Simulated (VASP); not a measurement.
Band structure of GaBi. These are PBE GGA, VASP's PBE PAW potentials (set 64) (plane waves; VASP) values and carry that method's errors.

The cell holds a wide vacuum, so values per volume refer to the whole cell. Unless said otherwise, spin-orbit coupling is left out, though it shifts the bands of the heavy elements here.

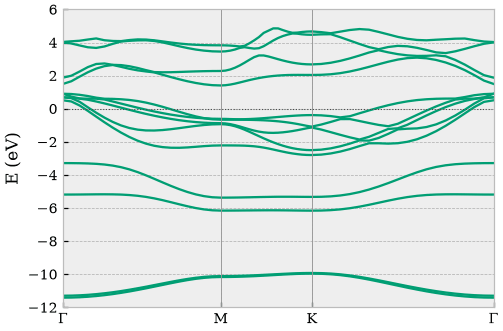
*Bands along high-symmetry lines, zero at the valence-band maximum or, without a gap, the Fermi level*

Problem. Read the plot: is there a gap, and where are the band edges?

Solution. It has no gap at this level: it comes out as a metal or semimetal.

The cell is a sheet with vacuum, built from a generated structure.
